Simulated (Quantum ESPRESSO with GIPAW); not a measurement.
# 1H and 17O NMR of H2SeO3, calculated, part 2 of 2

Aim: the magnetic shielding of every site in H2SeO3.

Quantum ESPRESSO with GIPAW; PBEsol.

So far. Step 2 (The SCF step): It converged in 38 cycles to an estimated accuracy of 9e-11 Ry, on 24 irreducible k-points.

## 3. GIPAW: job nmr (continued)

Level of this step: DFT, PBEsol, plane-wave PAW (pslibrary 1.0.0 recipes), scalar-relativistic, GIPAW shieldings (Quantum ESPRESSO with GIPAW).

The f-sum rule is met to 0.0096 of 55.1 (0.02 %). Converged shieldings require that this miss be small, but a small miss does not prove them.

From the symmetric part of each tensor, with principal values σ11 ≤ σ22 ≤ σ33: σ_iso is their mean, the span is σ33 − σ11 and the skew 3(σ_iso − σ22)/span. (gipaw.x prints an anisotropy in another convention.)

| site | atom no. | atoms in cell | σ_iso (ppm) | span (ppm) | skew |
| --- | --- | --- | --- | --- | --- |
| Se(1) | 1 | 1 | 245.0 | 265.8 | 0.62 |
| Se(2) | 2 | 1 | 226.0 | 321.9 | 0.46 |
| O(1) | 3 | 1 | 70.2 | 155.1 | 0.13 |
| O(2) | 4 | 1 | 44.9 | 194.6 | -0.48 |
| O(3) | 5 | 1 | 39.5 | 136.6 | -0.02 |
| O(4) | 6 | 1 | 40.7 | 216.1 | -0.44 |
| O(5) | 7 | 1 | 51.7 | 193.8 | -0.16 |
| O(6) | 8 | 1 | 43.6 | 143.5 | -0.03 |
| H(1) | 9 | 1 | 9.15 | 30.32 | 0.82 |
| H(2) | 10 | 1 | 9.33 | 28.99 | 0.77 |
| H(3) | 11 | 1 | 10.42 | 28.78 | 0.81 |
| H(4) | 12 | 1 | 11.36 | 28.04 | 0.87 |

The macroscopic shape term is switched off. For a spherical sample the valence susceptibility of this run would add about 7 ppm to every site, a rough estimate, since the susceptibility converges slowly and lacks part of the PAW terms. Differences within the crystal don't depend on it, but shieldings of different compounds can't be compared to better than a few ppm without it.

In this run the largest span is that of Se(2) (site symmetry 1), with principal values 89.7, 176.8 and 411.6 ppm.

How the isotropic values are made up (ppm). The core part is that of the free atom's core; bare is the current of the smooth valence states; the last two are what the PAW spheres add to the diamagnetic and the paramagnetic current:

| site | core | bare | reconstruction, dia | reconstruction, para |
| --- | --- | --- | --- | --- |
| Se(1) | 2629.7 | 16.1 | 318.3 | -2719.1 |
| Se(2) | 2629.7 | 15.5 | 318.2 | -2737.4 |
| O(1) | 270.5 | 17.7 | 17.4 | -235.3 |
| O(2) | 270.5 | 10.3 | 17.2 | -253.1 |
| O(3) | 270.5 | 8.4 | 17.0 | -256.4 |
| O(4) | 270.5 | 9.1 | 17.3 | -256.2 |
| O(5) | 270.5 | 12.3 | 17.3 | -248.4 |
| O(6) | 270.5 | 9.6 | 17.1 | -253.6 |
| H(1) | 0.0 | 8.3 | 0.8 | 0.0 |
| H(2) | 0.0 | 8.5 | 0.8 | 0.0 |
| H(3) | 0.0 | 9.6 | 0.9 | 0.0 |
| H(4) | 0.0 | 10.5 | 0.9 | 0.0 |

17O also has a quadrupolar coupling here. It is not given: on PAW files the efg job of this gipaw.x leaves out the augmentation charge of neighbouring atoms and can miss by tens of per cent.

## 4. Sites, surroundings and shifts

Spectra are read against a reference compound, and shifts rise as shieldings fall. A slope other than one corrects for the functional's tendency to overstate or understate differences of shielding. For ¹H and ⁷Li, with little paramagnetic shielding, slope and scatter come mostly from geometry, vibration and the shape term.

To turn shieldings into shifts, lines fitted to measured solids are used. 1H: δ = (29.71 − σ) / 1.204, zero at TMS, fitted to 11 measured values, from Ca(BH4)2, Ca(OH)2, CsH2PO4, LiBH4, LiH, MgH2, NaH, NaOH and NH4H2PO4, with a scatter of 0.61 ppm r.m.s., with σ taken with the shape term of a sphere (6.6 ppm here). Kinds of site that fitted badly were split off after the misses were seen, so the scatter is that of the points kept.

Covalently bonded atoms count as neighbours within 1.18 times the sum of their radii. Otherwise a cation's neighbours lie within 1.2 times its shortest bond (1.3 for large cations, each anion's radius taken off where they differ), and an anion's are the cations that count it.

| site | atom no. | atoms in cell | surroundings | bonds (Å) | δ_iso (ppm) |
| --- | --- | --- | --- | --- | --- |
| Se(1) | 1 | 1 | SeO3 | 1.67 to 1.78 | - |
| Se(2) | 2 | 1 | SeO3 | 1.69 to 1.78 | - |
| O(1) | 3 | 1 | hydroxyl | 1.02 to 1.76 | - |
| O(2) | 4 | 1 | hydroxyl | 1.04 to 1.78 | - |
| O(3) | 5 | 1 | bound to Se | 1.685 | - |
| O(4) | 6 | 1 | hydroxyl | 1.04 to 1.78 | - |
| O(5) | 7 | 1 | hydroxyl | 1.02 to 1.76 | - |
| O(6) | 8 | 1 | bound to Se | 1.671 | - |
| H(1) | 9 | 1 | bound to O, H bond to O at 1.54 Å | 1.037 | 11.60 |
| H(2) | 10 | 1 | bound to O, H bond to O at 1.54 Å | 1.038 | 11.45 |
| H(3) | 11 | 1 | bound to O, H bond to O at 1.60 Å | 1.022 | 10.55 |
| H(4) | 12 | 1 | bound to O, H bond to O at 1.65 Å | 1.019 | 9.76 |

The 2 Se sites spread over 19.0 ppm in shielding, from Se(2) (least shielded) to Se(1). By surroundings the O shieldings are 1-coordinate: 39.5 to 43.6; hydroxyl: 40.7 to 70.2 ppm. The 4 H sites spread over 2.21 ppm in shielding, from H(1) (least shielded) to H(4).

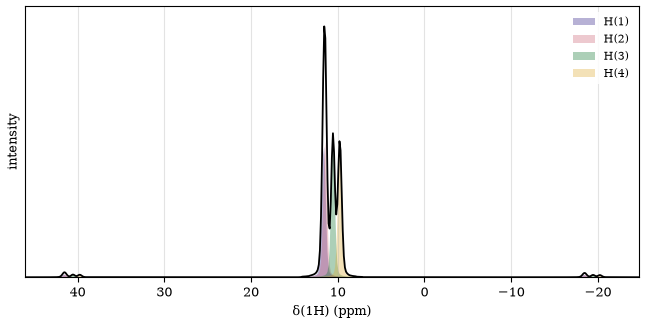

Simulated spectrum: 1H MAS at 30 kHz, 23.5 T (1000.6 MHz), lines broadened by 0.5 ppm; rigid lattice, with dipolar and J couplings left out. Lines over 1.5 % of the strongest (ppm: area): 41.51: 0.02, 11.52: 1.00, 10.55: 0.50, 9.76: 0.50, -18.45: 0.02. Spinning sidebands lie 30.0 ppm apart.

At this broadening the 4 sites give 3 resolved isotropic lines.

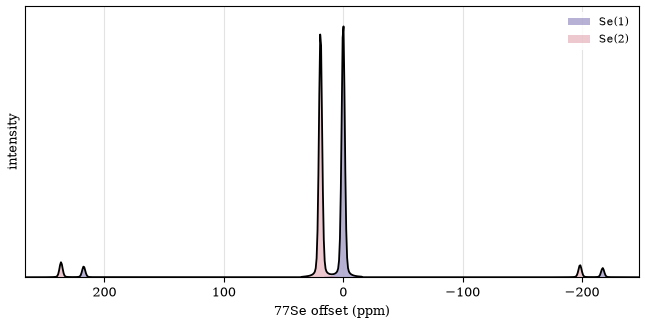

Simulated spectrum: 77Se MAS at 12.5 kHz, 7.05 T (57.5 MHz), lines broadened by 3 ppm; the axis counts ppm from the isotropic position of Se(1), as −Δσ; rigid lattice, with dipolar and J couplings left out. Lines over 1.5 % of the strongest (ppm: area): 236.3: 0.06, 217.4: 0.04, 19.0: 0.97, 0.0: 1.00, -198.4: 0.05, -217.4: 0.03. Spinning sidebands lie 217.4 ppm apart.

At this broadening the 2 isotropic lines are resolved.

## 5. Outcome

```json
{
  "1H shift": "11.60, 11.45, 10.55, 9.76 ppm",
  "17O shielding without shape term": "39.5, 40.7, 43.6, 44.9, 51.7, 70.2 ppm",
  "77Se shielding without shape term": "226.0, 245.0 ppm"
}
```

1H has 4 sites, in the ratio 1:1:1:1: H(1) (bound to O, H bond to O at 1.54 Å) at a shift of 11.60, H(2) (bound to O, H bond to O at 1.54 Å) at a shift of 11.45, H(3) (bound to O, H bond to O at 1.60 Å) at a shift of 10.55 and H(4) (bound to O, H bond to O at 1.65 Å) at a shift of 9.76 ppm. The closest two lie 0.15 ppm apart, less than the scatter of the reference line; errors within one crystal cancel in part, but their order is not certain. No sound run at another cutoff or mesh is at hand, so convergence rests on the f-sum rule and on experience with these files. Hydrogen's values are less sure: spans of ¹H carry errors of some ppm on PAW files, the bulk susceptibility matters on its narrow scale, and it is treated as a fixed classical nucleus at 0 K. This build of gipaw.x prints that it is not audited and that its numbers are no references by themselves. It also reports spline_ps as false although the input sets it; why was not traced.

[Banner, clock, file and message-heading lines were taken out of the pw.x and gipaw.x logs.]

[Logs are printed without paths, hosts, clocks, repeated set-up lines and the standing remarks that a program may print on its own settings, such as how far it seeks lower states.]

[Hosts, paths, dates, database ids (printed as entryN), source tags and the programs' standing remarks are cut or masked in the printed files.]

[Where no reference line passes its bar on scatter, no shift is given, so a measured shift of this compound may stand uncompared.]
